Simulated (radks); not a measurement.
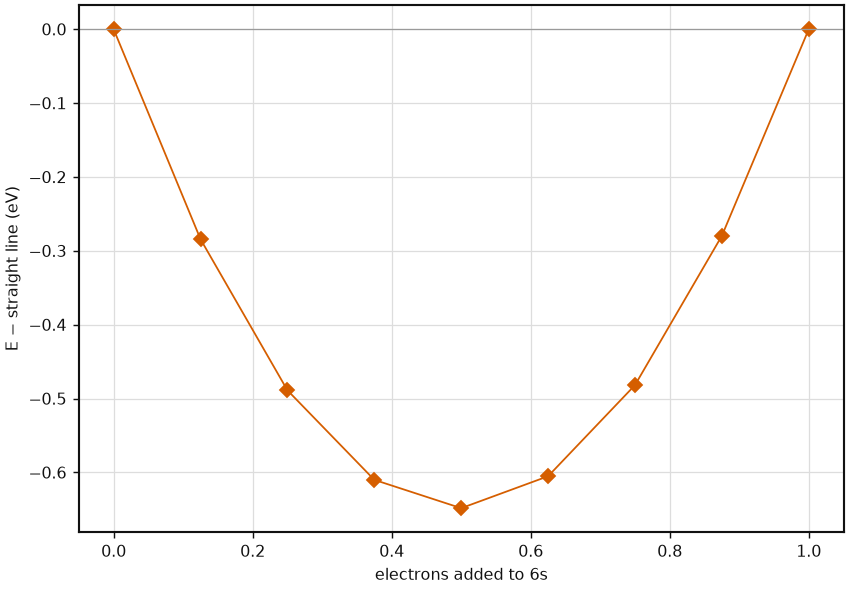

Level of theory: Dirac Kohn-Sham, PBE, spin-unpolarised, spherical densities, finite nucleus. Computed with the in-house radial solver radks. The occupation of the 6s shell is varied from Pr²⁺ ([Xe] 4f3 (4f5/2: 3)) to Pr⁺ ([Xe] 4f3 6s1 (4f5/2: 3)), with spherical fractional occupations. The plot shows the total energy less the straight line between the end points.

> What does the shape say about the method?

The curve is convex (below the straight line), with the largest deviation among the points computed, −0.65 eV, at 0.5. The end points differ by 10.6 eV, the energy to take the electron out. Convexity is the delocalisation error: fractional charges are too low in energy.
